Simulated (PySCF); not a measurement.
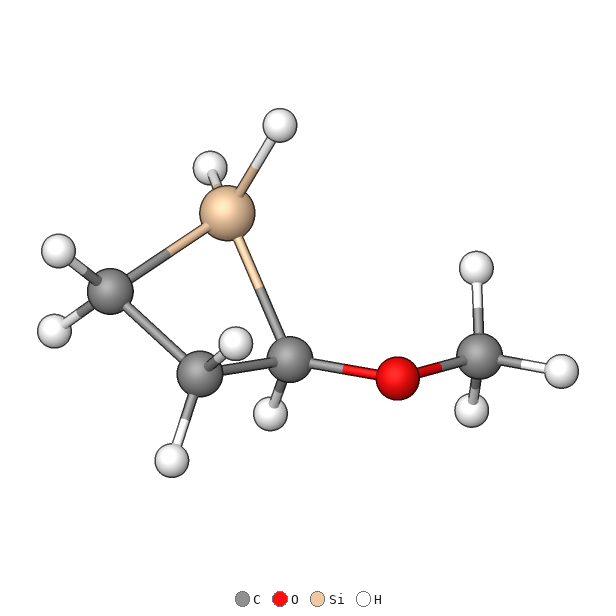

Simulated data, not a measurement (program: PySCF).

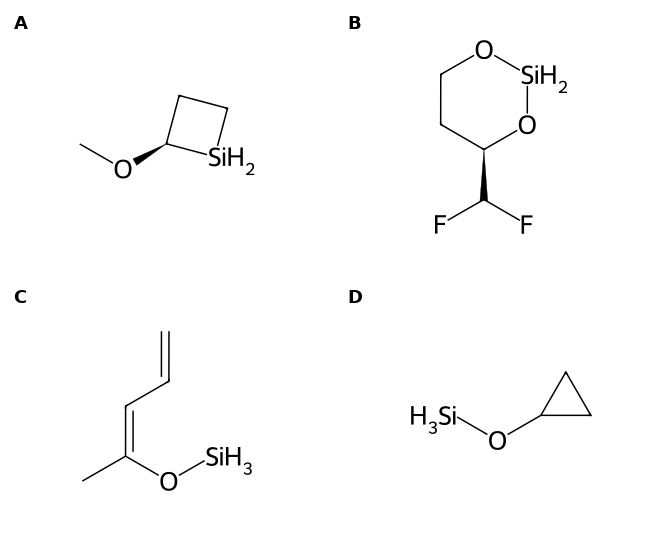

### The first picture shows one of the molecules drawn in the second. Which?

A, `CO[C@H]1CC[SiH2]1`.
